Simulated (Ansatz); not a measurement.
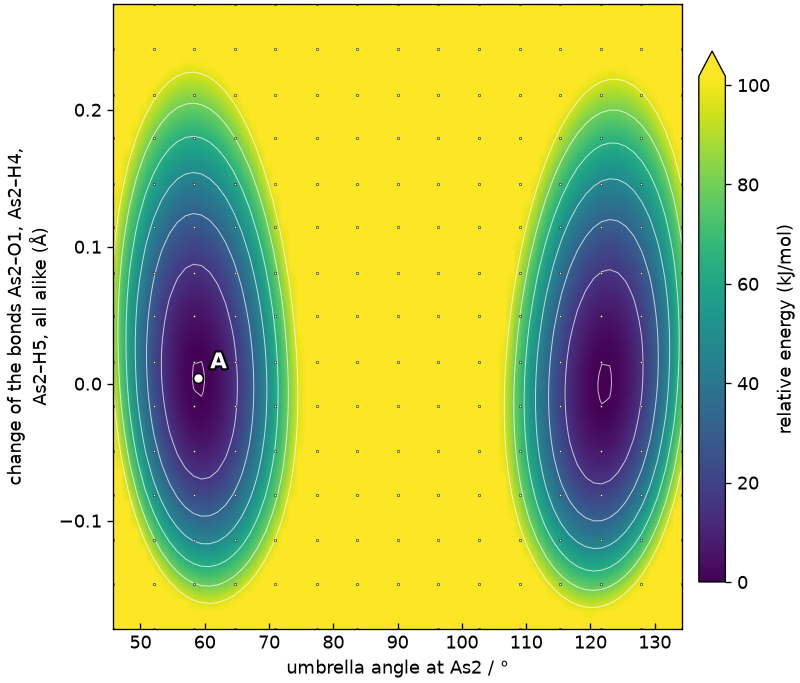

AsH3O, SMILES O[AsH2]. First axis: umbrella angle at As2 (between each of its bonds and their common axis; 90 is planar). Second axis: change of the bonds As2–O1, As2–H4, As2–H5, all alike. Nothing is relaxed (all other coordinates rigid). The grid has 15 × 15 points. Points are written as (first, second). All energies are given in kJ/mol relative to the lowest grid point. The calculation used RKS B3LYP-D4/def2-TZVP (Ansatz 0.2.0).

Drawn: a smooth colour map with a few white contour lines, dots at the grid points, one colour for all values above the top of the scale, the well A. Between grid points the surface is interpolated.

**Estimate the position of the minimum and the force constants in these coordinates. Take the well at A.**

The interpolated minimum is at the first coordinate ≈ 59.0°, the second coordinate ≈ 0.004 Å. The curvatures there are about 32 eV/rad² and 57 eV/Å², with a cross term of about 4 eV/(rad·Å). Round the minimum the two coordinates are weakly coupled (coupling 0.10 in units of the two stiffnesses). (1 eV is 96.5 kJ/mol.)
